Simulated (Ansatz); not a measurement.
# How fast states decay through SrCS3

Wanted: the relaxed cell of SrCS3, its band edges and its decay constants. It is built by putting S for O, Sr for Mg in the MgCO3 structure of space group R-3c, with the volume rescaled by atomic radii. The parent structure comes from the Materials Project.

Calculated with Ansatz 0.2.0; PBE DFT, plane waves, PAW files, in the first sound run; inputs show where later runs differ.

The structure was built from a prototype and need not be the compound's stable phase.

### 1. Starting point

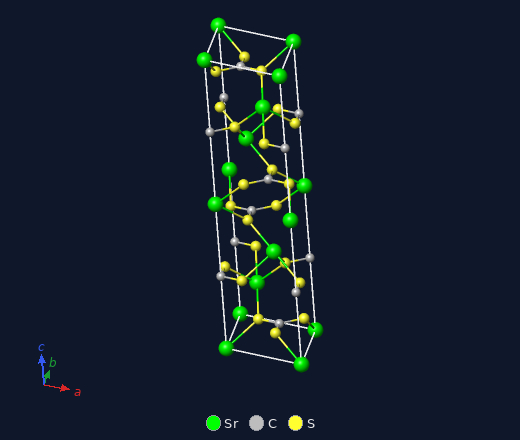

The starting structure, seen from a free direction (strontium green, carbon light grey, sulfur yellow). This picture shows the conventional cell, with its axes. Bonds to atoms that aren't drawn are left out. Some periodic images of atoms are drawn too.

### 2. Cell and atoms at rest

The substituted atoms don't fit the parent's cell, so cell and atoms relax together. A small smearing keeps the run stable in case the gap closes on the way.

input.yaml reads:

```yaml
crystal:
  lattice:
    - [2.8499467883, 1.6454175454, 6.1176144441]
    - [-2.8499467883, 1.6454175454, 6.1176144441]
    - [0.0, -3.2908350908, 6.1176144441]
  atoms:
    - { symbol: Sr, position: [0.0, 0.0, 0.0] }
    - { symbol: Sr, position: [0.5, 0.5, 0.5] }
    - { symbol: C, position: [0.25, 0.25, 0.25] }
    - { symbol: C, position: [0.75, 0.75, 0.75] }
    - { symbol: S, position: [0.25, 0.97198931, 0.52801069] }
    - { symbol: S, position: [0.52801069, 0.25, 0.97198931] }
    - { symbol: S, position: [0.02801069, 0.47198931, 0.75] }
    - { symbol: S, position: [0.75, 0.02801069, 0.47198931] }
    - { symbol: S, position: [0.47198931, 0.75, 0.02801069] }
    - { symbol: S, position: [0.97198931, 0.52801069, 0.25] }
kpoints:
  mp_grid: { grid: [4, 4, 4] }
scf:
  occupations: { method: gaussian, width: 0.03 }
hamiltonian:
  xc: pbe
output:
  forces: true
  stress: true
relax:
  f_tol: 0.02
  max_steps: 60
  cell: {}
```

Launch:

```bash
$ ansatz run input.yaml --threads 2 --pin off --max-ram 4096MiB --backend cpu --events-out ev --progress --plain --runs-dir out
```

Numbers of over 12 decimals in the logs are rounded to 6 here.

Log:

```text
Engine: ansatz 0.2.0, x86_64-unknown-linux-gnu
Pseudopotentials: kind: paw
Pseudopotential: Sr, paw, valence charge 10, recommended cutoff 420 eV (normal), Sr.paw.azcp
Pseudopotential: C, paw, valence charge 4, recommended cutoff 420 eV (normal), C.paw.azcp
Pseudopotential: S, paw, valence charge 6, recommended cutoff 420 eV (normal), S.paw.azcp
Functional definition: PBE
  parameter kappa = 0.804
  parameter beta = 0.066725
  exchange = pbe_x(kappa = kappa, mu = beta*pi^2/3)
  correlation = pbe_c(beta = beta)
Crystal: 10 atoms, lattice volume = 172.126 Å³
Basis set: ecut = 420 eV, 3381 PW (Γ), exchange–correlation on 96×96×96 points (8 copies of the dense FFT grid, shifted against one another)
Bands: 42, of which v1, the nominal top of the filled ones, is band 32 counted from 1 (31 counted from 0)
Symmetry: 12 space group operations
Space group: R-3c (ITA 167), of the structure as read, at distance tolerance 5.6e-5 Å
k-points: 13 of 64
Non-local potential: Sr, projectors of the file, l = 0: 3, l = 1: 2, l = 2: 2
Non-local potential: C, projectors of the file, l = 0: 2, l = 1: 2, l = 2: 1
Non-local potential: S, projectors of the file, l = 0: 2, l = 1: 2, l = 2: 2
PAW form: soft (Blöchl's): semilocal exchange-correlation on the pseudo side does not see the compensation charge
PAW one-centre angular grid: Sr, 110 points (default); XC on 64 Gauss nodes
PAW one-centre angular grid: C, 110 points (default); XC on 64 Gauss nodes
PAW one-centre angular grid: S, 110 points (default); XC on 64 Gauss nodes
Initial density: superposition of atomic densities (neutral atoms: chi_scale 0, normalization atom), corrected by the library's trained network
Initial wavefunctions: pseudopotential atomic-orbital guess
Functional: x = pbe(κ = 0.804, μ = 0.219515), c = pbe(β = 0.066725)
SCF iter   1: F=—  HF=-13001.237386 eV  |F-HF|=—  |Δ(HF+E_count)|=         —  Δρ=3.79e-3  dr2=1.57e-2  ethr=1.77e-3  ⟨swp⟩=9.4  Hψ=3169  notcnv=0  defer=9
preconditioner: auto → Resta (q_TF=auto, 2.314 Å⁻¹)  ε∞=4.0  [insulator: Δε(μ)=0.981 eV  Ē_g=12.610 eV  σ=0.030 eV  W_gap=1.00  n_scr=34 (ndim 8)  ℏωp=21.9 eV  f_vac=0.000  D(μ)=0.00/eV (n_scr^D=0)  ε∞_Penn≈4.0]
SCF iter   2: F=—  HF=-13001.222247 eV  |F-HF|=—  |Δ(HF+E_count)|=   1.51e-2  Δρ=1.70e-3  dr2=2.51e-3  ethr=2.45e-5  ⟨swp⟩=2.2  Hψ=1064  notcnv=0  defer=41
SCF iter   3: F=—  HF=-13001.223427 eV  |F-HF|=—  |Δ(HF+E_count)|=   1.18e-3  Δρ=5.03e-4  dr2=2.37e-4  ethr=3.93e-6  ⟨swp⟩=2.4  Hψ=904  notcnv=0  defer=41
SCF iter   4: F=—  HF=-13001.223725 eV  |F-HF|=—  |Δ(HF+E_count)|=   2.98e-4  Δρ=1.04e-4  dr2=1.19e-5  ethr=3.71e-7  ⟨swp⟩=2.3  Hψ=865  notcnv=0  defer=41
SCF iter   5: F=—  HF=-13001.223831 eV  |F-HF|=—  |Δ(HF+E_count)|=   1.05e-4  Δρ=2.46e-5  dr2=1.35e-6  ethr=1.86e-8  ⟨swp⟩=2.2  Hψ=903  notcnv=0  defer=41
SCF iter   6: F=-13001.223831 eV  HF=-13001.223831 eV  |F-HF|=4.18e-8  |Δ(HF+E_count)|=   5.26e-7  Δρ=5.38e-6  dr2=3.61e-8  ethr=1.56e-10  ⟨swp⟩=4.0  Hψ=2549  notcnv=0
SCF 1 converged in 6 iterations: F = -13001.223831 eV  dr2 = 3.61e-8
  greatest PAW one-centre occupation: 0.988 electrons in one spin orbital (limit 2), on the Sr atom at site 1 (counted from 0), in its partial waves of l = 0
relax step   1: F+E_penalty+E_count = -13001.22383107 eV  Δ(F+E_penalty+E_count) = +0.000e0 eV  max|allowed force component| = 3.215e0 eV/Å  Δτ_max = 0.0000 Å  P = +42.677 GPa  Ω = 172.126 Å³  (6 SCF iters, dr2 threshold 1.00e-7 eV, accepted)
Crystal: 10 atoms, lattice volume = 197.580 Å³
Basis set: ecut = 420 eV, 3855 PW (Γ), exchange–correlation on 96×96×96 points (8 copies of the dense FFT grid, shifted against one another)
Initial density: handed on by an earlier stage of this run
Initial wavefunctions: those handed on with the density
iter 1 solved again at ethr=6.57e-4 eV; its pass at ethr=3.10e-3 eV (dr2=4.21e-1 eV) is discarded
SCF iter   1: F=—  HF=-13005.877489 eV  |F-HF|=—  |Δ(HF+E_count)|=         —  Δρ=1.25e-2  dr2=4.21e-1  ethr=6.57e-4  ⟨swp⟩=2.1  Hψ=2798  notcnv=0
preconditioner: auto → Resta (q_TF=auto, 2.261 Å⁻¹)  ε∞=3.7  [insulator: Δε(μ)=1.187 eV  Ē_g=12.347 eV  σ=0.030 eV  W_gap=1.00  n_scr=34 (ndim 8)  ℏωp=20.5 eV  f_vac=0.010  D(μ)=0.00/eV (n_scr^D=0)  ε∞_Penn≈3.7]
SCF iter   2: F=—  HF=-13005.761114 eV  |F-HF|=—  |Δ(HF+E_count)|=   1.16e-1  Δρ=5.94e-3  dr2=1.19e-1  ethr=6.57e-4  ⟨swp⟩=3.9  Hψ=1096  notcnv=0
SCF iter   3: F=—  HF=-13005.725807 eV  |F-HF|=—  |Δ(HF+E_count)|=   3.53e-2  Δρ=2.15e-3  dr2=1.34e-2  ethr=1.85e-4  ⟨swp⟩=4.1  Hψ=1143  notcnv=0
SCF iter   4: F=—  HF=-13005.724442 eV  |F-HF|=—  |Δ(HF+E_count)|=   1.37e-3  Δρ=7.13e-4  dr2=1.05e-3  ethr=2.10e-5  ⟨swp⟩=2.2  Hψ=993  notcnv=0  defer=3
SCF iter   5: F=—  HF=-13005.725106 eV  |F-HF|=—  |Δ(HF+E_count)|=   6.64e-4  Δρ=1.38e-4  dr2=4.05e-5  ethr=1.63e-6  ⟨swp⟩=2.1  Hψ=893  notcnv=0  defer=3
SCF iter   6: F=—  HF=-13005.725391 eV  |F-HF|=—  |Δ(HF+E_count)|=   2.85e-4  Δρ=2.48e-5  dr2=1.27e-6  ethr=6.34e-8  ⟨swp⟩=2.0  Hψ=811  notcnv=0  defer=3
SCF iter   7: F=-13005.725395 eV  HF=-13005.725395 eV  |F-HF|=1.02e-7  |Δ(HF+E_count)|=   3.52e-6  Δρ=4.93e-6  dr2=6.54e-8  ethr=1.56e-9  ⟨swp⟩=5.0  Hψ=2034  notcnv=0
SCF 2 converged in 7 iterations: F = -13005.725395 eV  dr2 = 6.54e-8
  greatest PAW one-centre occupation: 0.987 electrons in one spin orbital (limit 2), on the Sr atom at site 1 (counted from 0), in its partial waves of l = 0
relax step   2: F+E_penalty+E_count = -13005.72539466 eV  Δ(F+E_penalty+E_count) = -4.502e0 eV  max|allowed force component| = 2.065e0 eV/Å  Δτ_max = 0.0318 Å  P = +21.748 GPa  Ω = 197.580 Å³  energy of the carried Pulay correction = -1.027e-2 eV  (7 SCF iters, dr2 threshold 1.00e-6 eV, accepted)
Crystal: 10 atoms, lattice volume = 225.263 Å³
Basis set: ecut = 420 eV, 4463 PW (Γ), exchange–correlation on 96×96×96 points (8 copies of the dense FFT grid, shifted against one another)
iter 1 solved again at ethr=6.49e-4 eV; its pass at ethr=3.10e-3 eV (dr2=4.15e-1 eV) is discarded
SCF iter   1: F=—  HF=-13008.180926 eV  |F-HF|=—  |Δ(HF+E_count)|=         —  Δρ=1.16e-2  dr2=4.23e-1  ethr=6.49e-4  ⟨swp⟩=2.4  Hψ=2744  notcnv=0
preconditioner: auto → Resta (q_TF=auto, 2.212 Å⁻¹)  ε∞=3.5  [insulator: Δε(μ)=1.370 eV  Ē_g=12.062 eV  σ=0.030 eV  W_gap=1.00  n_scr=34 (ndim 8)  ℏωp=19.2 eV  f_vac=0.020  D(μ)=0.00/eV (n_scr^D=0)  ε∞_Penn≈3.5]
SCF iter   2: F=—  HF=-13008.065643 eV  |F-HF|=—  |Δ(HF+E_count)|=   1.15e-1  Δρ=5.15e-3  dr2=1.16e-1  ethr=6.49e-4  ⟨swp⟩=3.0  Hψ=976  notcnv=0
SCF iter   3: F=—  HF=-13008.032613 eV  |F-HF|=—  |Δ(HF+E_count)|=   3.30e-2  Δρ=2.41e-3  dr2=2.08e-2  ethr=1.81e-4  ⟨swp⟩=3.5  Hψ=1047  notcnv=0
SCF iter   4: F=—  HF=-13008.029755 eV  |F-HF|=—  |Δ(HF+E_count)|=   2.86e-3  Δρ=7.88e-4  dr2=1.35e-3  ethr=3.26e-5  ⟨swp⟩=2.6  Hψ=1025  notcnv=0  defer=10
SCF iter   5: F=—  HF=-13008.030651 eV  |F-HF|=—  |Δ(HF+E_count)|=   8.95e-4  Δρ=1.33e-4  dr2=5.95e-5  ethr=2.10e-6  ⟨swp⟩=2.2  Hψ=964  notcnv=0  defer=10
SCF iter   6: F=—  HF=-13008.031133 eV  |F-HF|=—  |Δ(HF+E_count)|=   4.82e-4  Δρ=3.95e-5  dr2=4.02e-6  ethr=9.30e-8  ⟨swp⟩=2.0  Hψ=796  notcnv=0  defer=10
SCF iter   7: F=-13008.031144 eV  HF=-13008.031144 eV  |F-HF|=2.41e-7  |Δ(HF+E_count)|=   1.08e-5  Δρ=9.88e-6  dr2=2.75e-7  ethr=1.56e-9  ⟨swp⟩=5.0  Hψ=2187  notcnv=0
SCF 3 converged in 7 iterations: F = -13008.031144 eV  dr2 = 2.75e-7
  greatest PAW one-centre occupation: 0.987 electrons in one spin orbital (limit 2), on the Sr atom at site 0 (counted from 0), in its partial waves of l = 0
relax step   3: F+E_penalty+E_count = -13008.03114378 eV  Δ(F+E_penalty+E_count) = -2.306e0 eV  max|allowed force component| = 4.047e-1 eV/Å  Δτ_max = 0.0113 Å  P = +7.573 GPa  Ω = 225.263 Å³  energy of the carried Pulay correction = -1.995e-2 eV  (7 SCF iters, dr2 threshold 1.00e-6 eV, accepted)
[... from here on, the SCF cycles and remarks between the steps are left out ...]
relax step   4: F+E_penalty+E_count = -13008.58511251 eV  Δ(F+E_penalty+E_count) = -5.540e-1 eV  max|allowed force component| = 5.696e-2 eV/Å  Δτ_max = 0.0097 Å  P = +2.011 GPa  Ω = 245.829 Å³  energy of the carried Pulay correction = -2.633e-2 eV  (7 SCF iters, dr2 threshold 1.00e-6 eV, accepted)
relax step   5: F+E_penalty+E_count = -13008.66617234 eV  Δ(F+E_penalty+E_count) = -8.106e-2 eV  max|allowed force component| = 8.172e-2 eV/Å  Δτ_max = 0.0036 Å  P = +0.211 GPa  Ω = 256.770 Å³  energy of the carried Pulay correction = -2.949e-2 eV  (6 SCF iters, dr2 threshold 1.00e-6 eV, accepted)
relax step   6: F+E_penalty+E_count = -13008.66941081 eV  Δ(F+E_penalty+E_count) = -3.238e-3 eV  max|allowed force component| = 2.370e-2 eV/Å  Δτ_max = 0.0011 Å  P = -0.029 GPa  Ω = 259.239 Å³  energy of the carried Pulay correction = -3.018e-2 eV  (6 SCF iters, dr2 threshold 5.05e-7 eV, accepted)
relax step   7: F+E_penalty+E_count = -13008.66944673 eV  Δ(F+E_penalty+E_count) = -3.592e-5 eV  max|allowed force component| = 2.960e-3 eV/Å  Δτ_max = 0.0001 Å  P = -0.012 GPa  Ω = 259.398 Å³  energy of the carried Pulay correction = -3.022e-2 eV  (5 SCF iters, dr2 threshold 3.51e-8 eV, accepted)
relax step   8: F+E_penalty+E_count = -13008.86201014 eV  Δ(F+E_penalty+E_count) = -1.926e-1 eV  max|allowed force component| = 7.011e-3 eV/Å  Δτ_max = 0.0000 Å  P = +0.697 GPa  Ω = 259.398 Å³  stress off target by 9.55e-1 GPa  SCF on the basis re-selected at this cell (its energy is not comparable with the rows above)  (8 SCF iters)
relax step   9: F+E_penalty+E_count = -13008.88431059 eV  Δ(F+E_penalty+E_count) = -2.230e-2 eV  max|allowed force component| = 4.170e-3 eV/Å  Δτ_max = 0.0069 Å  P = +0.120 GPa  Ω = 265.089 Å³  energy of the carried Pulay correction = -1.577e-3 eV  (6 SCF iters, dr2 threshold 1.00e-6 eV, accepted)
relax step  10: F+E_penalty+E_count = -13008.88552493 eV  Δ(F+E_penalty+E_count) = -1.214e-3 eV  max|allowed force component| = 7.030e-4 eV/Å  Δτ_max = 0.0065 Å  P = -0.035 GPa  Ω = 267.097 Å³  energy of the carried Pulay correction = -2.179e-3 eV  (6 SCF iters, dr2 threshold 1.36e-7 eV, accepted)
relax step  11: F+E_penalty+E_count = -13008.88580330 eV  Δ(F+E_penalty+E_count) = -2.784e-4 eV  max|allowed force component| = 9.832e-5 eV/Å  Δτ_max = 0.0014 Å  P = -0.001 GPa  Ω = 266.663 Å³  energy of the carried Pulay correction = -2.046e-3 eV  (6 SCF iters, dr2 threshold 1.07e-8 eV, accepted)
iter 1 solved again at ethr=5.65e-7 eV; its pass at ethr=3.10e-3 eV (dr2=3.62e-4 eV) is discarded
SCF iter   1: F=—  HF=-13008.888456 eV  |F-HF|=—  |Δ(HF+E_count)|=         —  Δρ=7.25e-5  dr2=2.71e-6  ethr=5.65e-7  ⟨swp⟩=4.0  Hψ=4824  notcnv=0
preconditioner: auto → Resta (q_TF=auto, 2.151 Å⁻¹)  ε∞=3.2  [insulator: Δε(μ)=1.266 eV  Ē_g=11.841 eV  σ=0.030 eV  W_gap=1.00  n_scr=46 (ndim 8)  ℏωp=17.6 eV  f_vac=0.039  D(μ)=0.00/eV (n_scr^D=0)  ε∞_Penn≈3.2]
SCF iter   2: F=—  HF=-13008.888579 eV  |F-HF|=—  |Δ(HF+E_count)|=   1.24e-4  Δρ=3.72e-5  dr2=5.68e-7  ethr=4.23e-9  ⟨swp⟩=2.4  Hψ=985  notcnv=0
SCF iter   3: F=—  HF=-13008.888583 eV  |F-HF|=—  |Δ(HF+E_count)|=   3.29e-6  Δρ=1.69e-5  dr2=9.40e-8  ethr=8.88e-10  ⟨swp⟩=2.0  Hψ=728  notcnv=0
SCF iter   4: F=—  HF=-13008.888584 eV  |F-HF|=—  |Δ(HF+E_count)|=   8.66e-7  Δρ=6.25e-7  dr2=4.36e-10  ethr=1.47e-10  ⟨swp⟩=2.0  Hψ=881  notcnv=0
SCF iter   5: F=-13008.888584 eV  HF=-13008.888584 eV  |F-HF|=4.37e-11  |Δ(HF+E_count)|=  7.22e-10  Δρ=1.69e-7  dr2=4.14e-11  ethr=1.00e-12  ⟨swp⟩=6.0  Hψ=2373  notcnv=0
SCF 12 converged in 5 iterations: F = -13008.888584 eV  dr2 = 4.14e-11
relax step  12: F+E_penalty+E_count = -13008.88858362 eV  Δ(F+E_penalty+E_count) = -2.780e-3 eV  max|allowed force component| = 3.016e-4 eV/Å  Δτ_max = 0.0000 Å  P = +0.002 GPa  Ω = 266.663 Å³  stress off target by 2.40e-2 GPa  SCF on the basis re-selected at this cell (its energy is not comparable with the rows above)  (5 SCF iters)
basis re-selected at this cell: Δ(F+E_penalty+E_count) = -2.780e-3 eV, ΔP = +0.003 GPa vs the last step (what re-selecting the basis moved, of the pressure what is left beyond the Pulay correction that the steps carried, after the strain that the cell walked since its last selection, with what the two solves' SCF thresholds leave and, on support functions, any second-order correction that the steps lacked; it is no m [...]
SCF converged after 5 iterations
Free energy (F): -13008.888584 eV
Harris-Foulkes:  -13008.888584 eV  (|F-HF|=4.37e-11)
Internal energy: -13008.888584 eV  (E = F + TS)
E sigma→0 (E₀):  -13008.888584 eV
Fermi energy:    4.185425 eV
--- Per-component energies (eV) ---
  E_band       = -383.049973
  E_kinetic    = 1305.096275
  E_local      = -2917.932685  (includes V_loc(G=0)·N_el)
  E_nonlocal   = 628.267204
  E_hartree    = 844.398086
  E_xc         = -1023.013448
  E_vxc        = -963.993114  (∫ρ·V_xc dr)
  E_paw        = -9188.814544  (= ΣΔE_a)
  E_vpaw       = -123.283884  (= ΣTr[D̂ρ^β])
  E_aug_tail   = 0.000020  (compensation charges beyond the density's cutoff)
  E_ewald      = -2656.889491
  E_smearing   = -0.000000  (= −TS)
  E_closure    = 0.000000  (closes the sum)
  Σ components = -13008.888584   (vs F -13008.888584, Δ=0.00e0)
--- Forces (eV/Å), atoms counted from 1 ---
  atom   1  Sr     0.00000000     0.00000000     0.00000000
  atom   2  Sr     0.00000000     0.00000000     0.00000000
  atom   3  C     -0.00000000    -0.00000000     0.00000000
  atom   4  C      0.00000000     0.00000000    -0.00000000
  atom   5  S     -0.00015080     0.00026120     0.00000000
  atom   6  S     -0.00015080    -0.00026120     0.00000000
  atom   7  S     -0.00030160     0.00000000    -0.00000000
  atom   8  S      0.00015080    -0.00026120    -0.00000000
  atom   9  S      0.00015080     0.00026120    -0.00000000
  atom  10  S      0.00030160    -0.00000000     0.00000000
  max |Σ_I F_I| component: 1.03e-18 eV/Å
--- Stress (GPa, compression-positive) ---
       -0.008970      -0.000000      -0.000000
       -0.000000      -0.008970      -0.000000
       -0.000000      -0.000000       0.023986
  P = ⅓ Tr σ = 0.0020 GPa (0.020 kbar)
--- Relaxed structure (10 steps of the walk, 10 accepted, 2 SCFs on fresh bases) ---
  F+E_penalty+E_count = -13008.88858362 eV   max|allowed force component| = 3.016e-4 eV/Å   (the final SCF, on the basis selected at the relaxed cell)
  cell:  # Å, volume = 266.6631 Å³
    - [3.186400, 1.839669, 7.581790]
    - [-3.186400, 1.839669, 7.581790]
    - [0, -3.679338, 7.581790]
  atoms:
    - { symbol: Sr, position: [1.4417299712562008e-19, 0, 0] }
    - { symbol: Sr, position: [0.5, 0.5, 0.5] }
    - { symbol: C, position: [0.25, 0.25, 0.25] }
    - { symbol: C, position: [0.750000, 0.750000, 0.750000] }
    - { symbol: S, position: [0.250000, 0.980016, 0.519984] }
    - { symbol: S, position: [0.519984, 0.250000, 0.980016] }
    - { symbol: S, position: [0.019984, 0.480016, 0.750000] }
    - { symbol: S, position: [0.750000, 0.019984, 0.480016] }
    - { symbol: S, position: [0.480016, 0.750000, 0.019984] }
    - { symbol: S, position: [0.980016, 0.519984, 0.250000] }
```

Elapsed: 66 s, on 2 threads of Intel Xeon Platinum 8259CL at 2.50GHz (Skylake/Cascade Lake), shared host; peak memory 0.71 GiB; 2.1 min of CPU time.

Relaxation path:

```csv
step,energy less that of the first step (eV),largest force component (eV/Å),pressure (GPa),volume (Å³)
1,0.0000,3.2148,42.68,172.13
2,-4.5016,2.0650,21.75,197.58
3,-6.8073,0.4047,7.57,225.26
4,-7.3613,0.0570,2.01,245.83
5,-7.4423,0.0817,0.21,256.77
6,-7.4456,0.0237,-0.03,259.24
7,-7.4456,0.0030,-0.01,259.40
8*,-7.6382,0.0070,0.70,259.40
9,-7.6605,0.0042,0.12,265.09
10,-7.6617,0.0007,-0.03,267.10
11,-7.6620,0.0001,0.00,266.66
12*,-7.6648,0.0003,0.00,266.66
```

Relaxation steps marked * repeat the geometry before them on a plane-wave basis chosen anew for their cell, so energy and pressure can jump there.

The run keeps the 12 symmetry operations that it works with, so distortions that break them were not tested.

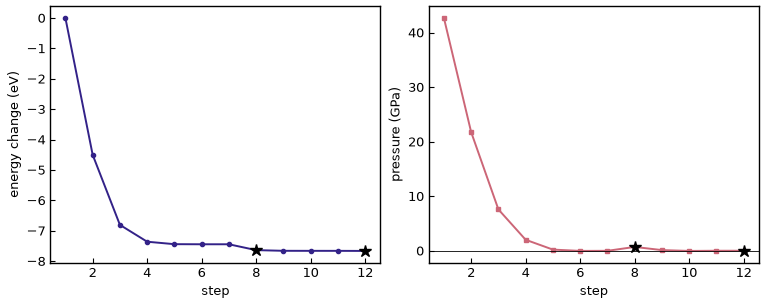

Energy and pressure along the relaxation. Stars mark steps on a basis chosen anew.

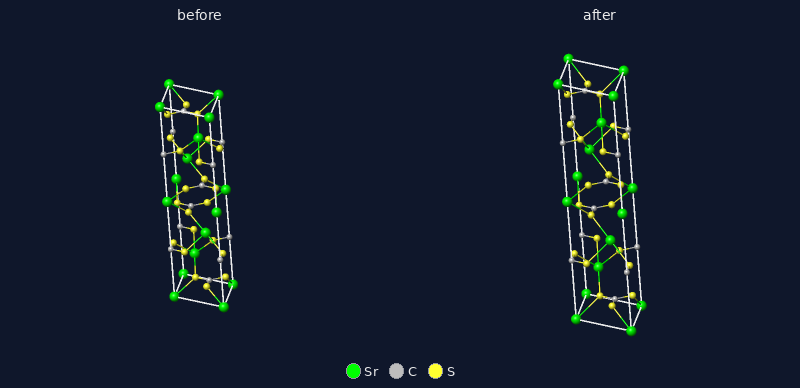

Before and after, at one scale. Bonds to atoms that aren't drawn are left out.

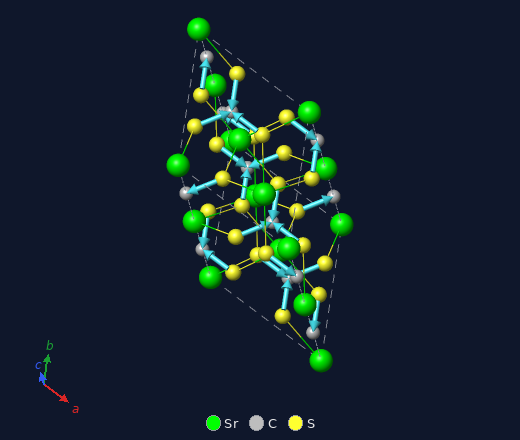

Displacements in the relaxation, exaggerated, measured against the changing cell; the longest in the cell stands for 0.05 Å. Bonds to atoms that aren't drawn are left out. Some periodic images of atoms are drawn too.

```
     cell as run  before  after   change
           a (Å)   6.947  8.427  +21.3 %
           b (Å)   6.947  8.427  +21.3 %
           c (Å)   6.947  8.427  +21.3 %
           α (°)   48.44  44.43   -8.3 %
           β (°)   48.44  44.43   -8.3 %
           γ (°)   48.44  44.43   -8.3 %
volume (Å³/atom)   17.21  26.67  +54.9 %
```

The atoms that moved most (Å, as changes of fractional coordinates times the final cell):

```
atom      dx      dy     dz  length
  S9   0.026   0.044  0.000   0.051
 S10   0.051   0.000  0.000   0.051
  S5  -0.026   0.044  0.000   0.051
  S7  -0.051   0.000  0.000   0.051
  S6  -0.026  -0.044  0.000   0.051
  S8   0.026  -0.044  0.000   0.051
```

This step gave:

- free energy: -13008.8886 eV
- Fermi energy: 4.185 eV
- pressure: 0.002016 GPa

The largest force component on a free atom ends at 3.0e-4 eV/Å.

(Part 1 of 3 ends here.)

[Logs are printed without paths, hosts, clocks, repeated set-up lines and the standing remarks that a program may print on its own settings, such as how far it seeks lower states.]

[Hosts, paths, dates, database ids (printed as entryN), source tags and the programs' standing remarks are cut or masked in the printed files.]
